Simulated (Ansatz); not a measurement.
**Amorphous Si$_{48}$O$_{94}$**

A CHGNet melt-quench gave the starting glass, which DFT then relaxed. O atoms were pushed apart under 1.9 Å during the dynamics, to hinder bonds among them. The hot cell started wider than the set density and was brought back towards it in steps. It is the lowest in DFT energy of 4 quenches. It is a model cell: composition and starting density were chosen by hand, and all elements were melted together. No dispersion term was used.

Methods: PBE, scalar-relativistic without spin-orbit coupling (Ansatz, a first-principles code); r2SCAN, scalar-relativistic without spin-orbit coupling (Ansatz). Geometry, pressure, stress and energy are those of the PBE run. Its sampling: a 2×2×2 Γ-centred mesh; Fermi-Dirac width 0.02 eV; no spin polarisation. Other functionals are single points at the zone centre (r2SCAN at 500 eV), free to take moments where seeds were set. The usual formal charges leave 4 electrons over, so the level spacing at the Fermi energy parts defect or band states and needn't be the band gap. At PBE the levels at both edges of the gap are localised (band-tail or defect states), and the nearest spread-out levels lie 5.5 eV apart at the zone centre.

The number of atoms in the cell is 142, the density (held, not predicted) is 2.17 g/cm^3 and the volume per atom comes out as 15.35 Å³. The pressure on a 2×2×2 Γ-centred mesh comes out as -1.13 GPa and the largest force and stress component on that mesh (the relaxation ran on the zone centre alone) is 0.02 eV/Å and 1.1 GPa. The energy relative to alpha cristobalite + silicon (lowest mix at this level among the phases computed, not always the ambient ones) is 0.103 eV/atom and the level spacing at the Fermi energy on a 2×2×2 Γ-centred mesh (PBE) is 3.07 eV. The level spacing at the Fermi energy at the zone centre (PBE) comes out as 3.12 eV and the level spacing at the Fermi energy at the zone centre (r2SCAN) is 3.57 eV.

Bonds are counted up to Si-Si 2.60 Å, Si-O 1.90 Å, O-O 1.58 Å. Two cations that share two anions don't count as bonded, nor two that share one unless they lie closer than Si-Si 2.38 Å.

```yaml
Mean coordination of Si by anions: 3.92 (1 with 2, 2 with 3, 45 with 4)
Mean coordination of O: 2.00 (94 with 2)
Mean Si-O bond: 1.640 Å (spread 0.020 Å, 188 counted)
Bond angle at Si: mean 109.4°, spread 4.7°
```

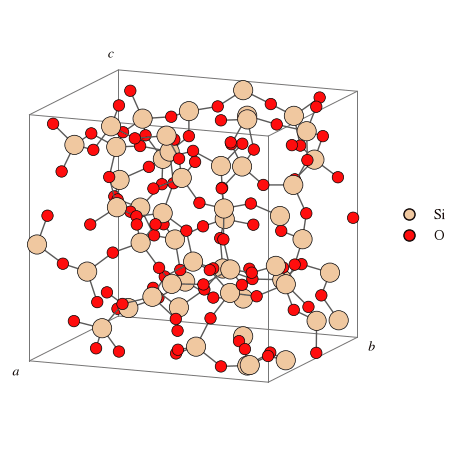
*The relaxed cell*

Its density started from a set value of 2.17 g/cm³. The simulated quench (nominally 170 K/ps over its main leg) is rapid and tends to freeze in more defects than a deposited or slowly cooled glass has. A cell of this size samples the disorder only roughly. The volume was held where the preparation left it and the shape relaxed, at a PBE pressure of -1.1 GPa (tension). Stress components on the final sampling reach 1.1 GPa.
